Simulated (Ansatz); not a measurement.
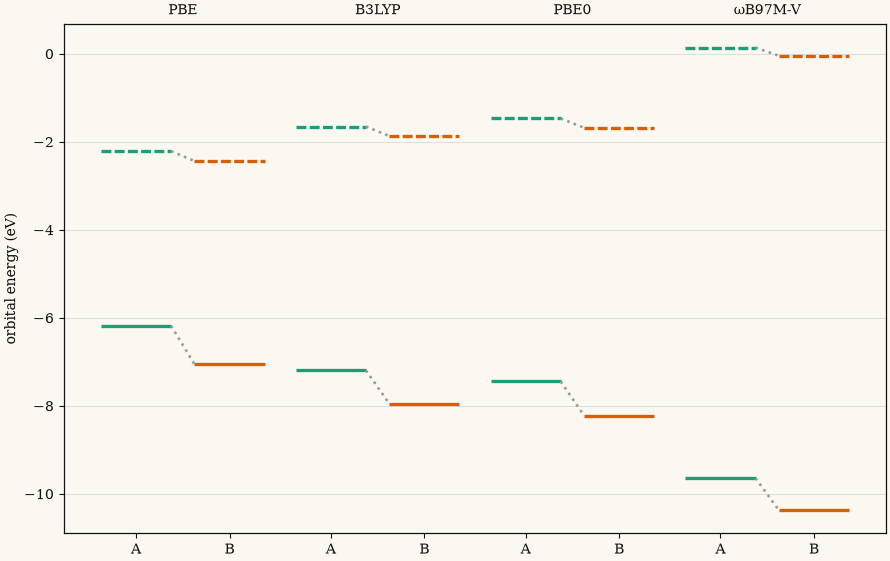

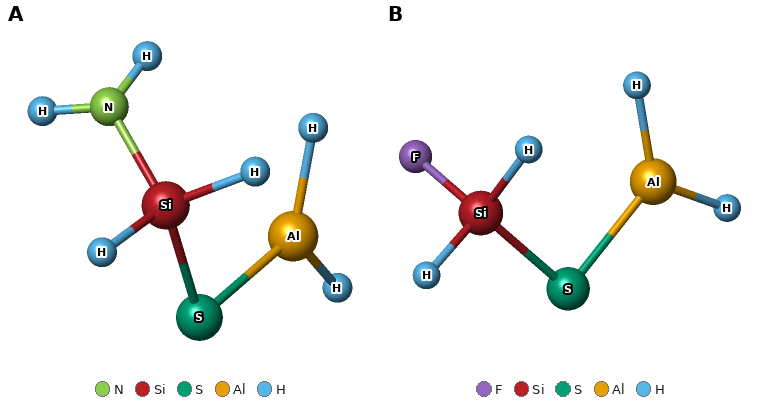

One change: A, AlSiNH₆S (SMILES N[SiH2][S][AlH2]), becomes B, AlSiH₄SF (SMILES F[SiH2][S][AlH2]). NH₂ on Si is replaced by F. HOMO (solid) and LUMO (dashed) computed in def2-TZVPP at PBE0-D4/def2-TZVP geometries, both minima by their frequencies, gas phase, the Ansatz code. Empty levels above zero depend strongly on the basis.

What does the change do to HOMO and LUMO?

Answer. PBE: the HOMO falls by 0.88 eV, the LUMO falls by 0.23 eV, and the separation goes from 3.97 to 4.62 eV. B3LYP: the HOMO falls by 0.76 eV, the LUMO falls by 0.22 eV, and the separation goes from 5.54 to 6.08 eV. PBE0: the HOMO falls by 0.78 eV, the LUMO falls by 0.21 eV, and the separation goes from 5.98 to 6.54 eV. ωB97M-V: the HOMO falls by 0.73 eV, the LUMO falls by 0.19 eV, and the separation goes from 9.78 to 10.33 eV.

Do the functionals agree on the effect?

Answer. They agree on the direction for both levels; the HOMO shift lies between −0.88 and −0.73 eV and the LUMO shift between −0.23 and −0.19 eV, while the separations themselves differ by up to 5.8 eV between functionals.

Caveats: one conformer of each flexible molecule.
